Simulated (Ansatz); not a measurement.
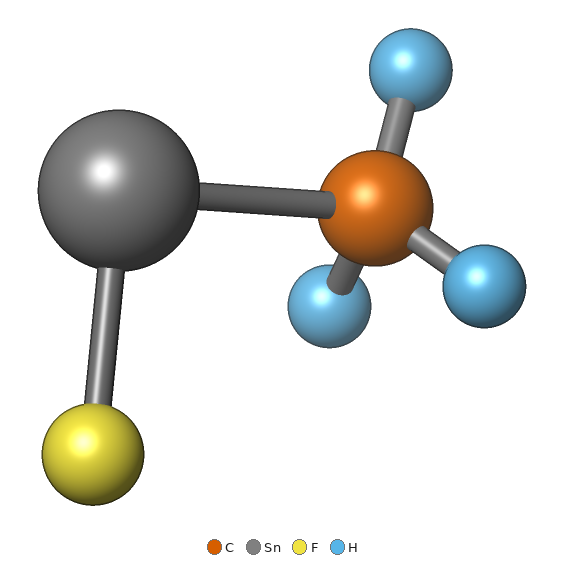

Geometry: atoms displaced at random (about 0.06 Å) from a stationary point of PBE0-D4. Program: Ansatz 0.2.0.

Compare dipole (D) at these levels: PBE-D4/def2-TZVPP; PBE0-D4/def2-TZVPP; RHF-CCSD(T) (frozen core)/def2-TZVPP; r2SCAN-D4/def2-TZVPP; ωB97M-V/def2-TZVPP.

```json
{"level": "PBE-D4/def2-TZVPP", "dipole (D)": "2.27"}
{"level": "PBE0-D4/def2-TZVPP", "dipole (D)": "2.43"}
{"level": "RHF-CCSD(T) (frozen core)/def2-TZVPP", "dipole (D)": "2.47"}
{"level": "r2SCAN-D4/def2-TZVPP", "dipole (D)": "2.33"}
{"level": "ωB97M-V/def2-TZVPP", "dipole (D)": "2.44"}
```
